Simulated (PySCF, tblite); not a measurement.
# C3H7N: changes of charge, electronic excitations, EPR parameters, part 2 of 3

tblite 0.8.0 and PySCF 2.14.0. Atoms count from 0.

## 9. Harmonic vibrations with GFN2-xTB

What the job is given:

```
{"job": {"kind": "ir", "xc": "GFN2-xTB", "basis": "xTB"}, "charge": 1, "multiplicity": 2}
C      1.327974    -0.353070    -0.044021
C      0.061075     0.417669    -0.010122
C     -1.191539    -0.451054     0.032308
N     -0.012271     1.641408    -0.021876
H      1.517203    -0.653408    -1.077666
H      1.263965    -1.256897     0.557836
H      2.153760     0.270277     0.297332
H     -2.084049     0.124460    -0.199275
H     -1.068080    -1.269999    -0.674735
H     -1.265768    -0.849026     1.045769
H     -0.685465     2.389085    -0.013358
```

Standard output:

```text
mode    cm-1     km/mol
  1      88.5      2.35
  2     133.3      1.90
  3     300.6     13.46
  4     379.6     25.77
  5     458.0      0.33
  6     583.2    164.78
  7     671.8    144.08
  8     820.3      2.02
  9     884.3      3.41
 10     947.7      9.33
 11     978.1     24.06
 12     998.9      8.66
 13    1072.9     48.71
 14    1304.2     14.66
 15    1330.7     48.80
 16    1360.6     54.36
 17    1375.3     24.03
 18    1393.5     34.84
 19    1407.6      9.78
 20    1775.6     41.44
 21    2986.7     23.65
 22    2998.9     29.22
 23    3025.0     27.86
 24    3026.9     26.83
 25    3050.4      6.76
 26    3060.8      2.41
 27    3443.8    256.62
ZPE 238.399  H(298)-E 256.360  G(298)-E 163.319 kJ/mol  S 312.06 J/(mol K)
```

Run time: 0.19 s. Hardware: 1 thread of Arm Neoverse V1, shared host.

The strongest bands and the atoms that carry them (share of the mass-weighted mode):

```csv
cm⁻¹,km/mol,atoms
583,164.8,"H10 86 %, N3 11 %"
672,144.1,"H10 55 %, N3 29 %"
1073,48.7,"C1 44 %, C0 19 %, H6 16 %"
1331,48.8,"H4 33 %, H6 25 %, H5 25 %, C0 12 %"
1361,54.4,"H6 37 %, H4 29 %, H5 19 %"
1394,34.8,"H7 42 %, H8 18 %, H9 12 %, H5 10 %"
1776,41.4,"C1 57 %, N3 39 %"
3444,256.6,H10 92 %
```

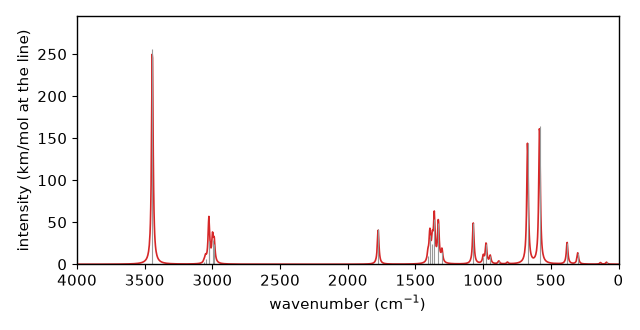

The infrared spectrum from these modes, unscaled. Lines are broadened to a width of 14 cm⁻¹ (Lorentzian).

## 10. Geometry optimisation at PBE0-D3(BJ)/ma-def2-SVP

This step treats C₃H₇N+ (doublet), labelled `CC(C)=[NH+]` (the label fixes atoms and charge, not where charge and spin sit).

Settings changed since step 9:

```diff
@@ -1,2 +1,2 @@
-{"job": {"kind": "ir", "xc": "GFN2-xTB", "basis": "xTB"}, "charge": 1, "multiplicity": 2}
+{"job": {"xc": "PBE0", "basis": "ma-def2-SVP", "d3": "d3bj", "grid": 1, "kind": "geom"}, "charge": 1, "multiplicity": 2}
 C      1.327974    -0.353070    -0.044021
```

Standard output:

```text
step   0  E = -172.61509502  max force = 0.046053
step   1  E = -172.61806086  max force = 0.011888
step   2  E = -172.61908786  max force = 0.007202
step   3  E = -172.61923173  max force = 0.001902
step   4  E = -172.61928189  max force = 0.000862
step   5  E = -172.61933569  max force = 0.001073
step   6  E = -172.61935393  max force = 0.000624
step   7  E = -172.61936253  max force = 0.000119
optimisation converged
```

Wall time 36 s (1 thread of Arm Neoverse V1, shared host).

Relaxation path:

```csv
step,energy from step 0 (eV),largest force component (eV/Å)
0,0.0000,2.3681
1,-0.0807,0.6113
2,-0.1087,0.3703
3,-0.1126,0.0978
4,-0.1139,0.0443
5,-0.1154,0.0552
6,-0.1159,0.0321
7,-0.1161,0.0061
```

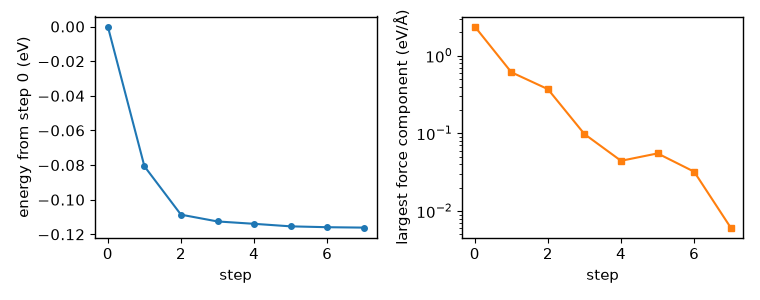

Energy and force, step by step.

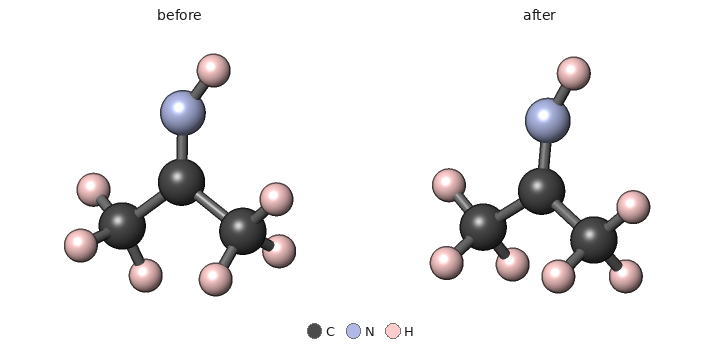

The geometry before (left) and after (right).

Distances of close pairs at the start and the end, largest changes first:

```csv
bond,before (Å),after (Å),change (Å)
C1–N3,1.226,1.251,+0.025
C1–C2,1.525,1.506,-0.019
N3–H10,1.006,1.022,+0.016
C0–H5,1.088,1.102,+0.014
C2–H8,1.089,1.102,+0.013
C0–C1,1.483,1.495,+0.012
C2–H9,1.091,1.102,+0.011
C2–H7,1.087,1.096,+0.009
```

The next job starts from the end point, and lists it.

```csv
at the end point,value
point group (found at 0.08 Å tolerance),Cs
"rotational constants (GHz, main isotopes)","9.994, 8.326, 4.820"
⟨S²⟩,0.759
```

## 11. Harmonic vibrations (C₃H₇N+ (doublet), CC(C)=[NH+]): PBE0-D3(BJ)/ma-def2-SVP

What the job is given:

```
{"job": {"xc": "PBE0", "basis": "ma-def2-SVP", "d3": "d3bj", "grid": 2, "kind": "hessian"}, "charge": 1, "multiplicity": 2}
C      1.368756    -0.283564     0.131889
C      0.022137     0.355772     0.014789
C     -1.203466    -0.495940    -0.184847
N     -0.099711     1.598584     0.083798
H      1.545500    -0.876866    -0.779427
H      1.341578    -0.981391     0.984217
H      2.171308     0.449429     0.268899
H     -2.126745     0.087245    -0.279875
H     -1.043110    -1.100935    -1.091479
H     -1.275396    -1.176374     0.679156
H     -0.691018     2.431593     0.066365
```

Standard output:

```text
coarse grid: 8664 points
cycle   1  E = -172.5649495329  dE =  5.729e-01  |g| = 2.289e-01  |ddm| = 2.458e+00
cycle   2  E = -172.5662990623  dE = -1.350e-03  |g| = 2.419e-01  |ddm| = 7.344e-01
cycle   3  E = -172.5967773357  dE = -3.048e-02  |g| = 5.683e-02  |ddm| = 2.958e-01
cycle   4  E = -172.5978593593  dE = -1.082e-03  |g| = 3.433e-02  |ddm| = 8.463e-02
cycle   5  E = -172.5985058249  dE = -6.465e-04  |g| = 7.889e-03  |ddm| = 3.621e-02
cycle   6  E = -172.5985746763  dE = -6.885e-05  |g| = 2.350e-03  |ddm| = 1.538e-02
cycle   7  E = -172.5985890886  dE = -1.441e-05  |g| = 9.650e-04  |ddm| = 8.030e-03
cycle   8  E = -172.5985914707  dE = -2.382e-06  |g| = 5.632e-04  |ddm| = 3.028e-03
final grid: 82224 points
cycle   9  E = -172.6193690645  dE = -1.961e-05  |g| = 3.768e-03  |ddm| = 1.898e-02
cycle  10  E = -172.6193693155  dE = -2.510e-07  |g| = 3.768e-03  |ddm| = 7.650e-03
cycle  11  E = -172.6193766208  dE = -7.305e-06  |g| = 6.555e-04  |ddm| = 3.875e-03
cycle  12  E = -172.6193768252  dE = -2.044e-07  |g| = 1.202e-04  |ddm| = 5.993e-04
cycle  13  E = -172.6193768557  dE = -3.049e-08  |g| = 5.453e-05  |ddm| = 2.941e-04
cycle  14  E = -172.6193768647  dE = -8.993e-09  |g| = 3.338e-05  |ddm| = 1.987e-04
cycle  15  E = -172.6193768663  dE = -1.615e-09  |g| = 1.281e-05  |ddm| = 8.608e-05
cycle  16  E = -172.6193768665  dE = -2.017e-10  |g| = 2.344e-06  |ddm| = 3.515e-05
cycle  17  E = -172.6193768665  dE = -1.040e-11  |g| = 8.248e-07  |ddm| = 7.704e-06
converged SCF energy = -172.6193768665

mode    cm-1
  1      58.2
  2     156.4
  3     363.9
  4     382.5
  5     437.0
  6     485.3
  7     694.6
  8     814.8
  9     883.1
 10     936.6
 11    1061.0
 12    1078.8
 13    1205.3
 14    1331.8
 15    1341.6
 16    1414.4
 17    1418.8
 18    1435.8
 19    1442.7
 20    1703.7
 21    3062.1
 22    3068.5
 23    3161.7
 24    3168.5
 25    3213.8
 26    3222.8
 27    3603.8
ZPE 246.115  H(298)-E 264.032  G(298)-E 171.130 kJ/mol  S 311.59 J/(mol K)
```

Wall time 4 min (1 thread of Arm Neoverse V1, shared host); peak memory 1.7 GiB.

Zero-point energy 246.12 kJ/mol (xTB gave 238.40).

## 12. Single point (C₃H₇N): wB97X-D3(BJ)/ma-def2-TZVP

Geometry: PBE0-D3(BJ)/ma-def2-SVP, that of another charge or spin state.

Settings changed since step 11:

```diff
@@ -1,2 +1,2 @@
-{"job": {"xc": "PBE0", "basis": "ma-def2-SVP", "d3": "d3bj", "grid": 2, "kind": "hessian"}, "charge": 1, "multiplicity": 2}
+{"job": {"kind": "sp", "xc": "wB97X", "basis": "ma-def2-TZVP", "d3": "d3bj", "grid": 2}, "charge": 0, "multiplicity": 1}
 C      1.368756    -0.283564     0.131889
```

Standard output:

```text
coarse grid: 8664 points
cycle   1  E = -173.3562180376  dE =  4.517e-01  |g| = 4.498e-01  |ddm| = 2.360e+00
cycle   2  E = -173.3558560539  dE =  3.620e-04  |g| = 5.100e-01  |ddm| = 1.665e+00
cycle   3  E = -173.4058318601  dE = -4.998e-02  |g| = 4.027e-02  |ddm| = 8.024e-01
cycle   4  E = -173.4063222114  dE = -4.904e-04  |g| = 2.114e-02  |ddm| = 7.622e-02
cycle   5  E = -173.4064483830  dE = -1.262e-04  |g| = 4.487e-03  |ddm| = 5.714e-02
cycle   6  E = -173.4064579045  dE = -9.522e-06  |g| = 1.444e-03  |ddm| = 2.112e-02
final grid: 82224 points
cycle   7  E = -173.3922655367  dE = -3.619e-05  |g| = 2.501e-03  |ddm| = 4.333e-02
cycle   8  E = -173.3922665268  dE = -9.901e-07  |g| = 1.660e-03  |ddm| = 8.595e-03
cycle   9  E = -173.3922671479  dE = -6.210e-07  |g| = 3.718e-04  |ddm| = 1.628e-03
cycle  10  E = -173.3922671749  dE = -2.704e-08  |g| = 2.277e-04  |ddm| = 6.340e-04
cycle  11  E = -173.3922671863  dE = -1.137e-08  |g| = 2.637e-05  |ddm| = 5.963e-04
cycle  12  E = -173.3922671868  dE = -5.357e-10  |g| = 1.151e-05  |ddm| = 2.047e-04
converged SCF energy = -173.3922671868
```

Run time: 6.3 s. Hardware: 1 thread of Arm Neoverse V1, shared host; peak memory 0.61 GiB.

## 13. Single point (C3H7N+ (doublet), CC(C)=[NH+]): wB97X-D3(BJ)/ma-def2-TZVP

Geometry: PBE0-D3(BJ)/ma-def2-SVP.

Settings changed since step 12:

```diff
@@ -1,2 +1,2 @@
-{"job": {"kind": "sp", "xc": "wB97X", "basis": "ma-def2-TZVP", "d3": "d3bj", "grid": 2}, "charge": 0, "multiplicity": 1}
+{"job": {"kind": "sp", "xc": "wB97X", "basis": "ma-def2-TZVP", "d3": "d3bj", "grid": 2}, "charge": 1, "multiplicity": 2}
 C      1.368756    -0.283564     0.131889
```

Standard output:

```text
final grid: 82224 points
cycle   1  E = -173.0260142378  dE = -2.212e-02  |g| = 3.934e-01  |ddm| = 7.952e-01
cycle   2  E = -173.0177903185  dE =  8.224e-03  |g| = 4.082e-01  |ddm| = 4.099e-01
cycle   3  E = -173.0864933087  dE = -6.870e-02  |g| = 4.336e-02  |ddm| = 2.533e-01
cycle   4  E = -173.0875884204  dE = -1.095e-03  |g| = 1.237e-02  |ddm| = 4.196e-02
cycle   5  E = -173.0878823362  dE = -2.939e-04  |g| = 5.215e-03  |ddm| = 2.524e-02
cycle   6  E = -173.0879617702  dE = -7.943e-05  |g| = 2.338e-03  |ddm| = 1.299e-02
cycle   7  E = -173.0879766719  dE = -1.490e-05  |g| = 8.729e-04  |ddm| = 5.747e-03
cycle   8  E = -173.0879788591  dE = -2.187e-06  |g| = 4.026e-04  |ddm| = 2.249e-03
cycle   9  E = -173.0879794339  dE = -5.748e-07  |g| = 1.872e-04  |ddm| = 9.799e-04
cycle  10  E = -173.0879795829  dE = -1.490e-07  |g| = 6.309e-05  |ddm| = 6.244e-04
cycle  11  E = -173.0879795940  dE = -1.113e-08  |g| = 2.781e-05  |ddm| = 1.718e-04
cycle  12  E = -173.0879795954  dE = -1.444e-09  |g| = 1.240e-05  |ddm| = 5.832e-05
converged SCF energy = -173.0879795954
```

Wall time 14 s (1 thread of Arm Neoverse V1, shared host); peak memory 0.68 GiB.

## 14. Single point (C3H7N): wB97X-D3(BJ)/ma-def2-TZVP in acetonitrile

Geometry: PBE0-D3(BJ)/ma-def2-SVP.

What the job is given:

```
{"job": {"kind": "sp", "xc": "wB97X", "basis": "ma-def2-TZVP", "d3": "d3bj", "grid": 2, "solvent": "acetonitrile"}, "charge": 0, "multiplicity": 1}
C      1.354617    -0.343652    -0.008146
C      0.069704     0.432049     0.001980
C     -1.193294    -0.387981    -0.010548
N      0.113763     1.704663     0.019224
H      1.405474    -1.001107    -0.891368
H      1.419320    -0.995941     0.878156
H      2.211299     0.341447    -0.015782
H     -2.091211     0.245345     0.018731
H     -1.234672    -1.015538    -0.915665
H     -1.217276    -1.074304     0.851324
H     -0.831068     2.099632     0.026087
```

Standard output:

```text
final grid: 82224 points
cycle   1  E = -173.4338423056  dE = -1.328e-03  |g| = 3.145e-02  |ddm| = 4.170e-01
cycle   2  E = -173.4339743023  dE = -1.320e-04  |g| = 3.048e-02  |ddm| = 1.283e-01
cycle   3  E = -173.4341685817  dE = -1.943e-04  |g| = 5.219e-03  |ddm| = 3.463e-02
cycle   4  E = -173.4341881684  dE = -1.959e-05  |g| = 1.618e-03  |ddm| = 5.029e-02
cycle   5  E = -173.4341899411  dE = -1.773e-06  |g| = 5.185e-04  |ddm| = 1.360e-02
cycle   6  E = -173.4341900743  dE = -1.332e-07  |g| = 1.253e-04  |ddm| = 2.252e-03
cycle   7  E = -173.4341900862  dE = -1.194e-08  |g| = 3.044e-05  |ddm| = 7.412e-04
cycle   8  E = -173.4341900866  dE = -3.757e-10  |g| = 1.109e-05  |ddm| = 1.584e-04
converged SCF energy = -173.4341900866
```

It took 6.6 s on 1 thread of Arm Neoverse V1, shared host; peak memory 0.68 GiB.

## 15. Single point (C3H7N+ (doublet), CC(C)=[NH+]): wB97X-D3(BJ)/ma-def2-TZVP in acetonitrile

Geometry: PBE0-D3(BJ)/ma-def2-SVP.

What the job is given:

```
{"job": {"kind": "sp", "xc": "wB97X", "basis": "ma-def2-TZVP", "d3": "d3bj", "grid": 2, "solvent": "acetonitrile"}, "charge": 1, "multiplicity": 2}
C      1.368756    -0.283564     0.131889
C      0.022137     0.355772     0.014789
C     -1.203466    -0.495940    -0.184847
N     -0.099711     1.598584     0.083798
H      1.545500    -0.876866    -0.779427
H      1.341578    -0.981391     0.984217
H      2.171308     0.449429     0.268899
H     -2.126745     0.087245    -0.279875
H     -1.043110    -1.100935    -1.091479
H     -1.275396    -1.176374     0.679156
H     -0.691018     2.431593     0.066365
```

Standard output:

```text
final grid: 82224 points
cycle   1  E = -173.1851678501  dE = -7.577e-04  |g| = 9.009e-03  |ddm| = 1.684e-01
cycle   2  E = -173.1852342522  dE = -6.640e-05  |g| = 4.376e-03  |ddm| = 4.558e-02
cycle   3  E = -173.1852464366  dE = -1.218e-05  |g| = 2.076e-03  |ddm| = 9.021e-03
cycle   4  E = -173.1852499696  dE = -3.533e-06  |g| = 7.316e-04  |ddm| = 6.681e-03
cycle   5  E = -173.1852505042  dE = -5.346e-07  |g| = 3.173e-04  |ddm| = 1.515e-03
cycle   6  E = -173.1852506248  dE = -1.206e-07  |g| = 1.086e-04  |ddm| = 4.943e-04
cycle   7  E = -173.1852506575  dE = -3.265e-08  |g| = 4.538e-05  |ddm| = 4.099e-04
cycle   8  E = -173.1852506632  dE = -5.694e-09  |g| = 2.441e-05  |ddm| = 9.140e-05
converged SCF energy = -173.1852506632
```

Run time: 10 s. Hardware: 1 thread of Arm Neoverse V1, shared host; peak memory 0.68 GiB.

## 16. Single point (C₃H₇N− (doublet)): wB97X-D3(BJ)/ma-def2-TZVP

Geometry: PBE0-D3(BJ)/ma-def2-SVP, that of another charge or spin state.

What the job is given:

```
{"job": {"kind": "sp", "xc": "wB97X", "basis": "ma-def2-TZVP", "d3": "d3bj", "grid": 2}, "charge": -1, "multiplicity": 2}
C      1.354617    -0.343652    -0.008146
C      0.069704     0.432049     0.001980
C     -1.193294    -0.387981    -0.010548
N      0.113763     1.704663     0.019224
H      1.405474    -1.001107    -0.891368
H      1.419320    -0.995941     0.878156
H      2.211299     0.341447    -0.015782
H     -2.091211     0.245345     0.018731
H     -1.234672    -1.015538    -0.915665
H     -1.217276    -1.074304     0.851324
H     -0.831068     2.099632     0.026087
```

Standard output:

```text
final grid: 82224 points
cycle   1  E = -173.3899170335  dE = -1.014e-03  |g| = 2.088e-02  |ddm| = 1.582e+01
cycle   2  E = -173.3900167289  dE = -9.970e-05  |g| = 2.088e-02  |ddm| = 9.858e+00
cycle   3  E = -173.3902260334  dE = -2.093e-04  |g| = 3.676e-03  |ddm| = 5.468e+00
cycle   4  E = -173.3902547681  dE = -2.873e-05  |g| = 1.799e-03  |ddm| = 6.664e+00
cycle   5  E = -173.3902939322  dE = -3.916e-05  |g| = 1.308e-03  |ddm| = 1.290e+01
cycle   6  E = -173.3903332334  dE = -3.930e-05  |g| = 8.889e-04  |ddm| = 1.903e+01
cycle   7  E = -173.3903634512  dE = -3.022e-05  |g| = 3.781e-04  |ddm| = 2.941e+01
cycle   8  E = -173.3903667467  dE = -3.296e-06  |g| = 2.099e-04  |ddm| = 8.981e+00
cycle   9  E = -173.3903674397  dE = -6.930e-07  |g| = 1.027e-04  |ddm| = 2.852e+00
cycle  10  E = -173.3903675979  dE = -1.582e-07  |g| = 4.644e-05  |ddm| = 1.085e+00
cycle  11  E = -173.3903676241  dE = -2.627e-08  |g| = 2.224e-05  |ddm| = 5.603e-01
cycle  12  E = -173.3903676304  dE = -6.275e-09  |g| = 1.712e-05  |ddm| = 2.508e-01
converged SCF energy = -173.3903676304
```

It took 14 s on 1 thread of Arm Neoverse V1, shared host; peak memory 0.68 GiB.

## 17. Single point (C₃H₇N− (doublet)): wB97X-D3(BJ)/ma-def2-TZVP in acetonitrile

Geometry: PBE0-D3(BJ)/ma-def2-SVP, that of another charge or spin state.

Settings changed since step 16:

```diff
@@ -1,2 +1,2 @@
-{"job": {"kind": "sp", "xc": "wB97X", "basis": "ma-def2-TZVP", "d3": "d3bj", "grid": 2}, "charge": -1, "multiplicity": 2}
+{"job": {"kind": "sp", "xc": "wB97X", "basis": "ma-def2-TZVP", "d3": "d3bj", "grid": 2, "solvent": "acetonitrile"}, "charge": -1, "multiplicity": 2}
 C      1.354617    -0.343652    -0.008146
```

Standard output:

```text
final grid: 82224 points
cycle   1  E = -173.4423739521  dE = -2.977e-03  |g| = 2.591e-02  |ddm| = 3.659e+01
cycle   2  E = -173.4430583870  dE = -6.844e-04  |g| = 2.508e-02  |ddm| = 1.740e+01
cycle   3  E = -173.4434477164  dE = -3.893e-04  |g| = 6.274e-03  |ddm| = 4.748e+00
cycle   4  E = -173.4437054193  dE = -2.577e-04  |g| = 3.284e-03  |ddm| = 1.062e+01
cycle   5  E = -173.4437960765  dE = -9.066e-05  |g| = 1.917e-03  |ddm| = 5.831e+00
cycle   6  E = -173.4438482928  dE = -5.222e-05  |g| = 1.110e-03  |ddm| = 5.615e+00
cycle   7  E = -173.4438740685  dE = -2.578e-05  |g| = 7.230e-04  |ddm| = 5.308e+00
cycle   8  E = -173.4438843739  dE = -1.031e-05  |g| = 6.475e-04  |ddm| = 2.774e+00
cycle   9  E = -173.4438923546  dE = -7.981e-06  |g| = 6.312e-04  |ddm| = 1.830e+00
cycle  10  E = -173.4438999886  dE = -7.634e-06  |g| = 6.213e-04  |ddm| = 1.446e+00
cycle  11  E = -173.4439143972  dE = -1.441e-05  |g| = 6.183e-04  |ddm| = 2.347e+00
cycle  12  E = -173.4439163799  dE = -1.983e-06  |g| = 6.198e-04  |ddm| = 2.710e-01
cycle  13  E = -173.4439147401  dE =  1.640e-06  |g| = 6.171e-04  |ddm| = 1.619e-01
cycle  14  E = -173.4439107375  dE =  4.003e-06  |g| = 5.853e-04  |ddm| = 2.825e-01
cycle  15  E = -173.4439282963  dE = -1.756e-05  |g| = 4.828e-04  |ddm| = 4.766e+00
cycle  16  E = -173.4439483791  dE = -2.008e-05  |g| = 3.517e-04  |ddm| = 7.382e+00
cycle  17  E = -173.4439545826  dE = -6.203e-06  |g| = 2.976e-04  |ddm| = 4.018e+00
cycle  18  E = -173.4439562098  dE = -1.627e-06  |g| = 1.981e-04  |ddm| = 1.064e+00
cycle  19  E = -173.4439573212  dE = -1.111e-06  |g| = 1.189e-04  |ddm| = 2.833e+00
cycle  20  E = -173.4439572954  dE =  2.575e-08  |g| = 7.396e-05  |ddm| = 5.207e-01
cycle  21  E = -173.4439573068  dE = -1.138e-08  |g| = 5.981e-05  |ddm| = 2.055e-01
cycle  22  E = -173.4439573572  dE = -5.038e-08  |g| = 5.320e-05  |ddm| = 2.483e-01
cycle  23  E = -173.4439573691  dE = -1.191e-08  |g| = 5.395e-05  |ddm| = 5.248e-02
cycle  24  E = -173.4439573208  dE =  4.827e-08  |g| = 5.131e-05  |ddm| = 1.643e-02
cycle  25  E = -173.4439571286  dE =  1.922e-07  |g| = 3.291e-05  |ddm| = 1.144e-01
cycle  26  E = -173.4439570674  dE =  6.126e-08  |g| = 2.152e-05  |ddm| = 1.061e-01
cycle  27  E = -173.4439570547  dE =  1.266e-08  |g| = 1.699e-05  |ddm| = 4.976e-02
cycle  28  E = -173.4439570583  dE = -3.625e-09  |g| = 1.526e-05  |ddm| = 2.664e-02
converged SCF energy = -173.4439570583
```

Run time: 29 s. Hardware: 1 thread of Arm Neoverse V1, shared host; peak memory 0.68 GiB.

## 18. Changes of charge: wB97X-D3(BJ)/ma-def2-TZVP

This step combines the energies above: geometries from PBE0-D3(BJ)/ma-def2-SVP, zero-point and thermal terms from PBE0-D3(BJ)/ma-def2-SVP.

Settings changed since step 17:

```diff
@@ -1,2 +1,2 @@
-{"job": {"kind": "sp", "xc": "wB97X", "basis": "ma-def2-TZVP", "d3": "d3bj", "grid": 2, "solvent": "acetonitrile"}, "charge": -1, "multiplicity": 2}
+{"job": {"kind": "rx", "dirs": [1, -1], "geom": {"xc": "PBE0", "basis": "ma-def2-SVP", "d3": "d3bj", "grid": 1}, "hess": 1, "level": {"xc": "wB97X", "basis": "ma-def2-TZVP", "d3": "d3bj", "solvents": ["acetonitrile"]}}, "charge": 0, "multiplicity": 1}
 C      1.354617    -0.343652    -0.008146
```

Output (the driver's rows laid out field by field):

```text
ionisation and electron attachment, wB97X-D3(BJ)/ma-def2-TZVP // PBE0-D3(BJ)/ma-def2-SVP

row 1
  change                  oxidation
  charge                  1
  multiplicity            2
  vertical_ev             9.8843
  vertical_s2             0.759
  formula                 C3H7N
  smiles                  CC(C)=[NH+]
  kept                    yes
  pieces                  1
  point_group             Cs
  adiabatic_electronic_ev 9.1648
  adiabatic_ev            9.0801
  free_energy_ev          9.052
  s2                      0.758
  bonds_moved             1 3 1.273 1.251; 0 1 1.501 1.495
  spin_on                 3 N 0.934; 2 C 0.104; 1 C -0.081
  charge_moved            3 N 0.402; 10 H 0.138; 1 C 0.105
  vertical_back_ev        8.2801
  relaxation_parent_ev    0.8847
  relaxation_ion_ev       0.7195
  reorganisation_ev       1.6042
  solution                solvent acetonitrile, absolute_potential_v 6.6612, solvation_parent_kj -24.7, solvation_ion_kj -255.39

row 2
  change                  reduction
  charge                  -1
  multiplicity            2
  vertical_ev             -0.9364
  vertical_s2             0.75
  unbound                 yes
```

It took 8.5 min on 1 thread of Arm Neoverse V1, shared host; peak memory 0.68 GiB.

Energy taken up on oxidation, or given off on reduction (eV; adiabatic with zero-point energy):

```csv
change,product,vertical,adiabatic,free energy,reorganisation,⟨S²⟩
oxidation (multiplicity 2),CC(C)=[NH+],9.88,9.08,9.05,1.60,0.76
reduction (multiplicity 2),–,-0.94,–,–,–,–
```

On oxidation to multiplicity 2 charge changes most on N3 (+0.40 e), H10 (+0.14 e), C1 (+0.10 e); the spin sits on N3 (0.93), C2 (0.10), C1 (-0.08); the bond C1–N3 goes from 1.273 to 1.251 Å; the absolute potential is 6.66 V in acetonitrile.

[end of part 2 of 3]
